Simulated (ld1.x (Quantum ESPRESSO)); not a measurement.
# Pseudopotential generation for tantalum: TM, LDA (PW92)

Do these settings give a usable potential? It is generated, then checked for transferability, scattering, ghosts and hardness.

The numbers are computed with ld1.x (Quantum ESPRESSO) 7.5 (LDA (PW92), scalar-relativistic, spin-unpolarised reference atom).

### 1 The design

Typed settings, in words:

```
element                 : tantalum (Ta, Z = 73)
type                    : norm-conserving Troullier–Martins (Kleinman–Bylander form)
frozen core             : [Xe] 4f14
valence charge          : 5
reference configuration : 5d3 6s2 6p0
partial waves           : 6s (bound): rc 2.90 bohr; 6p (bound, empty): rc 3.20 bohr; 5d (bound): rc 2.05 bohr
local potential         : all-electron potential smoothed inside 2.05 bohr (lloc = -1)
core correction         : Bessel-smoothed model core inside 1.95 bohr
```

The nodes and maxima of the atom's own shells, from an earlier all-electron run, set the scale for the radii.

All-electron outer shells of the reference configuration (LDA (PW92), scalar-relativistic, ld1.x):

| shell | level (eV) | outermost node (bohr) | outermost maximum (bohr) |
| --- | --- | --- | --- |
| 5p | -39.56 | 0.58 | 1.13 |
| 4f | -24.93 | – | 0.44 |
| 6s | -5.61 | 1.32 | 2.74 |
| 5d | -3.78 | 0.65 | 1.58 |
| 6p | -1.48 | 1.59 | 3.89 |

### 2 The generation run

The input, Ta.in:

```
 &input
   title='Ta', zed=73., rel=1, dft='PW', iswitch=3,
   config='[Xe] 4f14 5d3 6s2 6p0',
   nld=3, rlderiv=3.50, eminld=-2.0, emaxld=5.0, deld=0.02
 /
 &inputp
   pseudotype=2, tm=.true., lloc=-1, rcloc=2.05,
   nlcc=.true., new_core_ps=.true., rcore=1.95,
   file_pseudopw='Ta.UPF', file_wfcaegen='ae.wfc', file_wfcncgen='nc.wfc', file_beta='beta', file_chi='chi'
 /
3
6S  1  0   2.00   0.00  2.90  2.90  0.0
6P  2  1   0.00   0.00  3.20  3.20  0.0
5D  3  2   3.00   0.00  2.05  2.05  0.0
 &test
   configts(1)='5d3 6s2 6p0'
 /
```

Run with:

```bash
$ ld1.x < Ta.in > Ta.out
```

Output in Ta.out (without the banner and most projector matrices):

```text
     Program LD1 v.7.5
     --------------------------- All-electron run ----------------------------

     Ta
     scalar relativistic calculation

     atomic number is 73.00
     dft =PW   lsd =0 sic =0 latt =0  beta=0.20 tr2=1.0E-14
     Exchange-correlation= PW
                           (   1   4   0   0   0   0   0)
     mesh =1273 r(mesh) = 100.43799 a.u. xmin = -7.00 dx = 0.01250
     1 Ry =  13.60569312 eV, c = 137.03599908

     n l     nl                  e(Ry)          e(Ha)          e(eV)
     1 0     1S 1( 2.00)     -4947.5398     -2473.7699    -67314.7087
     2 0     2S 1( 2.00)      -850.1241      -425.0620    -11566.5271
     2 1     2P 1( 6.00)      -745.2653      -372.6327    -10139.8511
     3 0     3S 1( 2.00)      -194.7097       -97.3548     -2649.1598
     3 1     3P 1( 6.00)      -163.5274       -81.7637     -2224.9032
     4 0     4S 1( 2.00)       -39.6482       -19.8241      -539.4406
     4 1     4P 1( 6.00)       -29.4148       -14.7074      -400.2083
     3 2     3D 1(10.00)      -127.0837       -63.5419     -1729.0623
     5 0     5S 1( 2.00)        -5.3797        -2.6898       -73.1939
     5 1     5P 1( 6.00)        -2.9078        -1.4539       -39.5624
     4 2     4D 1(10.00)       -16.3167        -8.1584      -222.0007
     4 3     4F 1(14.00)        -1.8323        -0.9161       -24.9291
     5 2     5D 1( 3.00)        -0.2780        -0.1390        -3.7826
     6 0     6S 1( 2.00)        -0.4125        -0.2063        -5.6128
     6 1     6P 1( 0.00)        -0.1086        -0.0543        -1.4776

     final scf error:  5.7E-15 reached in  28 iterations

     Etot =  -31190.686556 Ry,  -15595.343278 Ha, -424370.909575 eV

     Ekin =   34267.194789 Ry,   17133.597395 Ha,  466228.936487 eV
     Encl =  -77054.235845 Ry,  -38527.117922 Ha,-1048376.286730 eV
     Eh   =   12208.120285 Ry,    6104.060143 Ha,  166099.938211 eV
     Exc  =    -611.765786 Ry,    -305.882893 Ha,   -8323.497542 eV

     normalization and overlap integrals

     s(1S/1S) =  1.000000  <r> =   0.0187  <r2> =    0.0005  r(max) =   0.0116
     s(2S/2S) =  1.000000  <r> =   0.0790  <r2> =    0.0074  r(max) =   0.0670
     s(2P/2P) =  1.000000  <r> =   0.0706  <r2> =    0.0061  r(max) =   0.0549
     s(3S/3S) =  1.000000  <r> =   0.2050  <r2> =    0.0480  r(max) =   0.1891
     s(3P/3P) =  1.000000  <r> =   0.2050  <r2> =    0.0487  r(max) =   0.1868
     s(4S/4S) =  1.000000  <r> =   0.4590  <r2> =    0.2379  r(max) =   0.4315
     s(4P/4P) =  1.000000  <r> =   0.4880  <r2> =    0.2710  r(max) =   0.4480
     s(3D/3D) =  1.000000  <r> =   0.1857  <r2> =    0.0404  r(max) =   0.1510
     s(5S/5S) =  1.000000  <r> =   1.0994  <r2> =    1.3599  r(max) =   0.9847
     s(5P/5P) =  1.000000  <r> =   1.2942  <r2> =    1.9043  r(max) =   1.1298
     s(4D/4D) =  1.000000  <r> =   0.5233  <r2> =    0.3177  r(max) =   0.4593
     s(4F/4F) =  1.000000  <r> =   0.6394  <r2> =    0.5211  r(max) =   0.4424
     s(5D/5D) =  1.000000  <r> =   2.2470  <r2> =    6.2421  r(max) =   1.5833
     s(6S/6S) =  1.000000  <r> =   3.2789  <r2> =   12.2730  r(max) =   2.7443
     s(6P/6P) =  1.000000  <r> =   4.8466  <r2> =   27.4024  r(max) =   3.8944

     ------------------------ End of All-electron run ------------------------

     --------------------- Generating NC pseudopotential ---------------------

      Generating local potential from pseudized AE potential:
      Matching radius rcloc =   2.0500

      Local pseudo, rcloc= 2.033 Estimated cut-off energy=     6.04 Ry

      Computing core charge for nlcc:

       r > 1.96 : true rho core
      Core charge pseudized with two Bessel functions
      Integrated core pseudo-charge :  10.81

      Wfc   6S  rcut= 2.885  Using Troullier-Martins method

      Wfc   6P  rcut= 3.188  Using Troullier-Martins method

      Wfc   5D  rcut= 2.033  Using Troullier-Martins method

     ------------------- End of pseudopotential generation -------------------

     [... the all-electron block is printed once more ...]


     Computing logarithmic derivative in   3.50192
     Computing logarithmic derivative in   3.50192
     Computing the partial wave expansion
     R is outside the sphere for l=    0 j= 0.00
     R is outside the sphere for l=    1 j= 0.00
     R is outside the sphere for l=    2 j= 0.00

     ---------------------- Testing the pseudopotential ----------------------

     Ta
     scalar relativistic calculation

     atomic number is 73.00   valence charge is  5.00
     dft =PW   lsd =0 sic =0 latt =0  beta=0.20 tr2=1.0E-14
     mesh =1273 r(mesh) = 100.43799 xmin = -7.00 dx = 0.01250

     n l     nl             e AE (Ry)        e PS (Ry)    De AE-PS (Ry)
     3 2     5D   1( 3.00)       -0.27802       -0.27802       -0.00000
     1 0     6S   1( 2.00)       -0.41253       -0.41253        0.00000
     2 1     6P   1( 0.00)       -0.10860       -0.10860       -0.00000

     eps = 1.8E-15  iter =  4

     Etot =  -31190.686556 Ry,  -15595.343278 Ha, -424370.909575 eV
     Etotps =   -24.019057 Ry,     -12.009528 Ha,    -326.795917 eV

     Ekin =       8.663044 Ry,       4.331522 Ha,     117.866718 eV
     Encl =     -23.363805 Ry,     -11.681902 Ha,    -317.880757 eV
     Ehrt =       8.533952 Ry,       4.266976 Ha,     116.110328 eV
     Ecxc =     -18.044919 Ry,      -9.022459 Ha,    -245.513624 eV
     (Ecc =     -14.228388 Ry,      -7.114194 Ha,    -193.587087 eV)
     Epseu=       0.192671 Ry,       0.096335 Ha,       2.621417 eV

     ---------------------- End of pseudopotential test ----------------------
```

It took 2.2 s on 1 thread of Neoverse-V1, shared host. This counts the later configuration tests of the new file too.

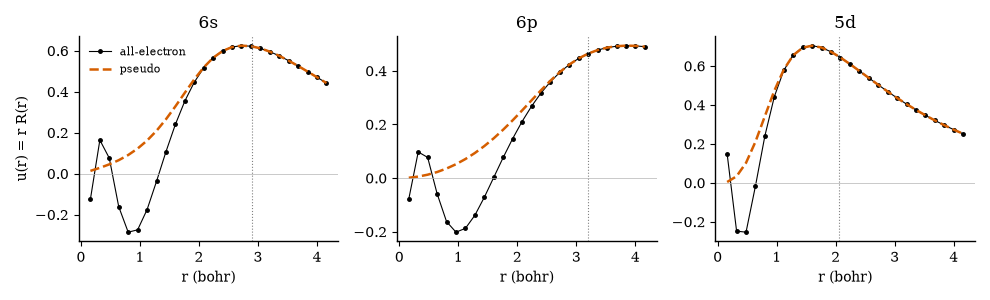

All-electron and pseudo partial waves (6s, 6p, 5d), with the matching radii dotted. The curves join 26 sampled radii, too few to resolve the innermost nodes.

### 3 Testing the new file in other configurations

The input, Ta.test.in:

```
 &input
   title='Ta', zed=73., rel=1, dft='PW', iswitch=2,
   config='[Xe] 4f14 5d3 6s2 6p0'
 /
 &test
   file_pseudo='Ta.UPF', nconf=10,
   configts(1)='5d3 6s2 6p0',
   configts(2)='5d3 6s1 6p0',
   configts(3)='5d3 6s0 6p0',
   configts(4)='5d2 6s0 6p0',
   configts(5)='5d2 6s2 6p0',
   configts(6)='5d1 6s0 6p0',
   configts(7)='5d4 6s1 6p0',
   configts(8)='5d3 6s1 6p1',
   configts(9)='5d3 6s2 6p0', lsdts(9)=1,
   configts(10)='5d3 6s1 6p0', lsdts(10)=1
 /
```

Run with:

```bash
$ ld1.x < Ta.test.in > Ta.test.out
```

Ta.test.out, the pseudopotential blocks, each with the warnings that came before it:

```text
     ---------------------- Testing the pseudopotential ----------------------

     Ta
     scalar relativistic calculation

     atomic number is 73.00   valence charge is  5.00
     dft =PW   lsd =0 sic =0 latt =0  beta=0.20 tr2=1.0E-14
     mesh =1273 r(mesh) = 100.43799 xmin = -7.00 dx = 0.01250

     n l     nl             e AE (Ry)        e PS (Ry)    De AE-PS (Ry)
     3 2     5D   1( 3.00)       -0.27802       -0.27802       -0.00000
     1 0     6S   1( 2.00)       -0.41253       -0.41253        0.00000
     2 1     6P   1( 0.00)       -0.10860       -0.10860       -0.00000

     eps = 3.6E-15  iter =  4

     Etot =  -31190.686556 Ry,  -15595.343278 Ha, -424370.909573 eV
     Etotps =   -24.019057 Ry,     -12.009528 Ha,    -326.795915 eV

     Ekin =       8.663045 Ry,       4.331522 Ha,     117.866728 eV
     Encl =     -23.363805 Ry,     -11.681903 Ha,    -317.880766 eV
     Ehrt =       8.533952 Ry,       4.266976 Ha,     116.110332 eV
     Ecxc =     -18.044919 Ry,      -9.022459 Ha,    -245.513626 eV
     (Ecc =     -14.228388 Ry,      -7.114194 Ha,    -193.587087 eV)
     Epseu=       0.192671 Ry,       0.096335 Ha,       2.621417 eV

     ---------------------- End of pseudopotential test ----------------------

     Warning: n=2, l=1 expected 0 nodes, found 1
     ---------------------- Testing the pseudopotential ----------------------

     Ta
     [...]
     n l     nl             e AE (Ry)        e PS (Ry)    De AE-PS (Ry)
     3 2     5D   1( 3.00)       -0.79066       -0.78966       -0.00100
     1 0     6S   1( 1.00)       -0.87507       -0.87593        0.00087
     2 1     6P   1( 0.00)       -0.49854       -0.57042        0.07188  !

     eps = 5.0E-16  iter =  7

     Etot =  -31190.047581 Ry,  -15595.023790 Ha, -424362.215872 eV
     Etotps =   -23.379473 Ry,     -11.689736 Ha,    -318.093934 eV
     dEtot_ae =       0.638975 Ry
     dEtot_ps =       0.639584 Ry,   Delta E=      -0.000609 Ry

     [...]
     ---------------------- End of pseudopotential test ----------------------

     ---------------------- Testing the pseudopotential ----------------------

     Ta
     [...]
     n l     nl             e AE (Ry)        e PS (Ry)    De AE-PS (Ry)
     3 2     5D   1( 3.00)       -1.36930       -1.36881       -0.00049
     1 0     6S   1( 0.00)       -1.37926       -1.38246        0.00320
     2 1     6P   1( 0.00)       -0.93276       -1.18047        0.24771  !

     eps = 1.4E-18  iter =  7

     Etot =  -31188.922985 Ry,  -15594.461492 Ha, -424346.914968 eV
     Etotps =   -22.252719 Ry,     -11.126360 Ha,    -302.763667 eV
     dEtot_ae =       1.763571 Ry
     dEtot_ps =       1.766338 Ry,   Delta E=      -0.002767 Ry

     [...]
     ---------------------- End of pseudopotential test ----------------------

     Warning: n=1, l=0 expected 0 nodes, found 1
     ---------------------- Testing the pseudopotential ----------------------

     Ta
     [...]
     n l     nl             e AE (Ry)        e PS (Ry)    De AE-PS (Ry)
     3 2     5D   1( 2.00)       -2.16486       -2.18652        0.02166  !
     1 0     6S   1( 0.00)       -2.01737       -2.10978        0.09241  !
     2 1     6P   1( 0.00)       -1.48159       -1.48159        0.00000

     eps = 8.4E-16  iter =  5

     Etot =  -31187.164384 Ry,  -15593.582192 Ha, -424322.987981 eV
     Etotps =   -20.484948 Ry,     -10.242474 Ha,    -278.711909 eV
     dEtot_ae =       3.522172 Ry
     dEtot_ps =       3.534109 Ry,   Delta E=      -0.011937 Ry

     [...]
     ---------------------- End of pseudopotential test ----------------------

     ---------------------- Testing the pseudopotential ----------------------

     Ta
     [...]
     n l     nl             e AE (Ry)        e PS (Ry)    De AE-PS (Ry)
     3 2     5D   1( 2.00)       -0.90907       -0.91991        0.01084  !
     1 0     6S   1( 2.00)       -0.93875       -0.93892        0.00017
     2 1     6P   1( 0.00)       -0.53824       -0.53824        0.00000

     eps = 1.4E-15  iter =  7

     Etot =  -31190.105192 Ry,  -15595.052596 Ha, -424362.999711 eV
     Etotps =   -23.433493 Ry,     -11.716747 Ha,    -318.828921 eV
     dEtot_ae =       0.581364 Ry
     dEtot_ps =       0.585563 Ry,   Delta E=      -0.004199 Ry

     [...]
     ---------------------- End of pseudopotential test ----------------------

     ---------------------- Testing the pseudopotential ----------------------

     Ta
     [...]
     n l     nl             e AE (Ry)        e PS (Ry)    De AE-PS (Ry)
     3 2     5D   1( 1.00)       -3.04790       -3.11300        0.06511  !
     1 0     6S   1( 0.00)       -2.71314       -2.71314        0.00000
     2 1     6P   1( 0.00)       -2.09075       -2.09075        0.00000

     eps = 7.2E-16  iter =  5

     Etot =  -31184.565048 Ry,  -15592.282524 Ha, -424287.622222 eV
     Etotps =   -17.843475 Ry,      -8.921738 Ha,    -242.772848 eV
     dEtot_ae =       6.121507 Ry
     dEtot_ps =       6.175582 Ry,   Delta E=      -0.054074 Ry

     [...]
     ---------------------- End of pseudopotential test ----------------------

     ---------------------- Testing the pseudopotential ----------------------

     Ta
     [...]
     n l     nl             e AE (Ry)        e PS (Ry)    De AE-PS (Ry)
     3 2     5D   1( 4.00)       -0.20807       -0.20571       -0.00235
     1 0     6S   1( 1.00)       -0.37906       -0.38180        0.00274
     2 1     6P   1( 0.00)       -0.09634       -0.09634        0.00000

     eps = 1.5E-15  iter =  9

     Etot =  -31190.533106 Ry,  -15595.266553 Ha, -424368.821778 eV
     Etotps =   -23.862439 Ry,     -11.931219 Ha,    -324.665020 eV
     dEtot_ae =       0.153450 Ry
     dEtot_ps =       0.156618 Ry,   Delta E=      -0.003168 Ry

     [...]
     ---------------------- End of pseudopotential test ----------------------

     ---------------------- Testing the pseudopotential ----------------------

     Ta
     [...]
     n l     nl             e AE (Ry)        e PS (Ry)    De AE-PS (Ry)
     3 2     5D   1( 3.00)       -0.37493       -0.36174       -0.01319  !
     1 0     6S   1( 1.00)       -0.48563       -0.47924       -0.00639  !
     2 1     6P   1( 1.00)       -0.16282       -0.15994       -0.00287

     eps = 6.2E-15  iter = 14

     Etot =  -31190.373709 Ry,  -15595.186855 Ha, -424366.653081 eV
     Etotps =   -23.707138 Ry,     -11.853569 Ha,    -322.552042 eV
     dEtot_ae =       0.312846 Ry
     dEtot_ps =       0.311919 Ry,   Delta E=       0.000928 Ry

     [...]
     ---------------------- End of pseudopotential test ----------------------

     ---------------------- Testing the pseudopotential ----------------------

     Ta
     [...]
     n l     nl             e AE (Ry)        e PS (Ry)    De AE-PS (Ry)
     3 2     5D   1( 3.00)       -0.31842       -0.31880        0.00037
     1 0     6S   1( 1.00)       -0.44198       -0.44332        0.00134
     2 1     6P   1( 0.00)       -0.12186       -0.12299        0.00113
     3 2     5D   2( 0.00)       -0.20895       -0.20665       -0.00230
     1 0     6S   2( 1.00)       -0.36529       -0.36367       -0.00162
     2 1     6P   2( 0.00)       -0.08850       -0.08850        0.00000

     eps = 7.5E-16  iter =  9

     Etot =  -31190.768317 Ry,  -15595.384158 Ha, -424372.021986 eV
     Etotps =   -24.102959 Ry,     -12.051479 Ha,    -327.937460 eV
     dEtot_ae =      -0.081761 Ry
     dEtot_ps =      -0.083902 Ry,   Delta E=       0.002141 Ry

     [...]
     ---------------------- End of pseudopotential test ----------------------

     ---------------------- Testing the pseudopotential ----------------------

     Ta
     [...]
     n l     nl             e AE (Ry)        e PS (Ry)    De AE-PS (Ry)
     3 2     5D   1( 3.00)       -0.84463       -0.84460       -0.00003
     1 0     6S   1( 1.00)       -0.92450       -0.92647        0.00197
     2 1     6P   1( 0.00)       -0.53042       -0.59970        0.06928  !
     3 2     5D   2( 0.00)       -0.68552       -0.68147       -0.00405
     1 0     6S   2( 0.00)       -0.76956       -0.76858       -0.00097
     2 1     6P   2( 0.00)       -0.42299       -0.50322        0.08022  !

     eps = 1.2E-16  iter =  7

     Etot =  -31190.199207 Ry,  -15595.099603 Ha, -424364.278851 eV
     Etotps =   -23.535356 Ry,     -11.767678 Ha,    -320.214828 eV
     dEtot_ae =       0.487349 Ry
     dEtot_ps =       0.483701 Ry,   Delta E=       0.003648 Ry

     [...]
     ---------------------- End of pseudopotential test ----------------------
```

Excitation and ionisation energies from 5d3 6s2 6p0, with the error of the potential. Spin-polarised rows fill open shells by Hund's rule and count from the unpolarised reference. A star marks tests that logged a warning.

| valence configuration | charge | ΔE all-electron (eV) | error AE − PS (meV) |
| --- | --- | --- | --- |
| 5d3 6s1 6p0 * | +1 | 8.694 | -8.3 |
| 5d3 6s0 6p0 | +2 | 23.995 | -38 |
| 5d2 6s0 6p0 * | +3 | 47.922 | -162 |
| 5d2 6s2 6p0 | +1 | 7.910 | -57 |
| 5d1 6s0 6p0 | +4 | 83.287 | -736 |
| 5d4 6s1 6p0 | 0 | 2.088 | -43 |
| 5d3 6s1 6p1 | 0 | 4.256 | +13 |
| 5d3 6s2 6p0 (spin-polarised) | 0 | -1.112 | +29 |
| 5d3 6s1 6p0 (spin-polarised) | +1 | 6.631 | +50 |

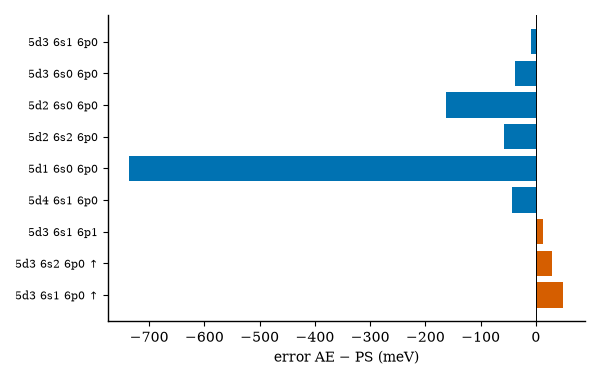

Error of the potential in each test configuration; ↑ marks spin-polarised tests.

### 4 Does it scatter like the atom?

Taken from the files of the generation run. The phase is arctan(r·u′/u) with u = r·R, unwrapped, with energies in Ry. A pole is an energy at which the radial function vanishes at the test radius. The pseudo phase is shifted by a multiple of π to meet the all-electron one at the reference energy. Levels narrower than the energy grid can be missing from the poles. The last column is the largest difference on the grid between −1 and +1 Ry.

```tsv
channel	radius (bohr)	reference (Ry)	poles AE	poles PS	window around the reference with phases within 0.05 rad (Ry)	largest difference near zero (rad)
s	3.50	-0.41	0.40	0.39, 4.10	below 1.6	0.007
p	3.50	-0.11	1.38	-0.05, 1.48	below -0.1	3.119
d	3.50	-0.28	-0.07, 3.19	-0.07, 3.19	the whole range	0.000
```

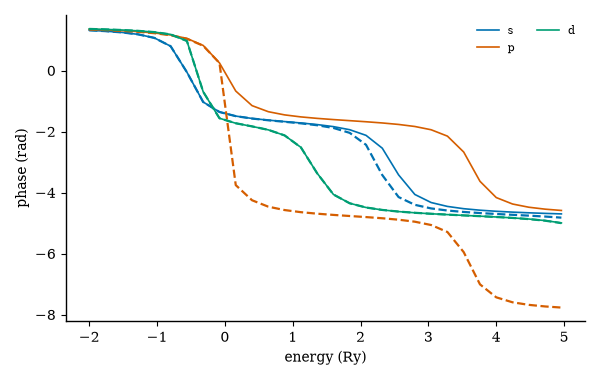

All-electron (solid) and pseudo (dashed) phases against energy.

### 5 Plane-wave convergence, by spherical Bessel functions

This step uses the generator's waves and projectors in a separate script. Basis: spherical Bessel functions vanishing at 20 bohr, q² up to the cutoff; potential fixed at the reference.

All-electron valence levels (Ry): 6s -0.4125, 6p -0.1086, 5d -0.2780. The lowest levels of each channel (Ry) by cutoff; the last column sums, over occupied levels, occupation times the distance from the level at 400 Ry. A positive value at high cutoff is not a bound level.

```
cutoff (Ry)     s #1     s #2     p #1     d #1    f #1  Σ f·Δε (mRy)
          8  -1.6220  -0.4080  -0.1085  -0.0879  0.1086         579.5
         12  -2.4973  -0.4116  -0.1086  -0.1859  0.1086         278.3
         18  -2.8344  -0.4124  -0.1086  -0.2574  0.1086          62.2
         25  -2.8772  -0.4125  -0.1086  -0.2745  0.1086          10.8
         30  -2.8830  -0.4125  -0.1086  -0.2774  0.1086           1.8
         35  -2.8847  -0.4125  -0.1086  -0.2779  0.1086           0.3
         45  -2.8854  -0.4125  -0.1086  -0.2780  0.1086           0.1
        400  -2.8855  -0.4125  -0.1086  -0.2780  0.1086           0.0
```

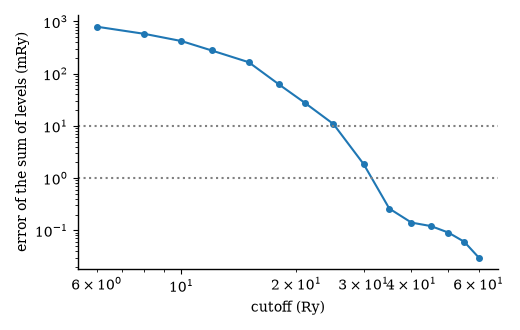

Occupation-weighted error of the valence levels against the cutoff; the dotted lines mark 10 and 1 mRy.

The sum stays within 10 mRy from 30 Ry and within 1 mRy from 35 Ry. The sum leaves out empty levels, which can need more. Ghost test: ghost state, bound below the all-electron valence or empty levels of the same l: s at -39.3 eV.

### 6 What came out

| quantity | value |
| --- | --- |
| cutoffs for 10 and 1 mRy, occupied levels | 30 Ry and 35 Ry |
| bound ghosts | s at -39.26 eV |
| largest test error (AE − PS), unpolarised tests | -736 meV, for 5d1 6s0 6p0 |
| largest phase difference near zero energy, channels read | 3.119 rad |

What this shows: It has a bound ghost (s), a state that the atom doesn't have, and that rules the file out. The worst unpolarised test, 5d1 6s0 6p0, is off by 736 meV on 83.3 eV; by total energies transferability rates as poor. That test lies far up in energy; among those under 40 eV, nearer to bonding, the largest error is 57 meV. It counts as soft on the atom at that tolerance, with 30 Ry needed at the looser tolerance. The slowest occupied level is 5d: taken alone it needs 30 Ry to come within 1 mRy, against 12 Ry for 6s. Of the channels read, p scatters worst near zero energy, by up to 3.12 rad. A step near π is an extra or missing state, not a misfit of shape. The pseudo curves have a pole with no partner nearby in the atom's: p at -0.05 Ry. These are tests on the free atom; a crystal test is still owed.
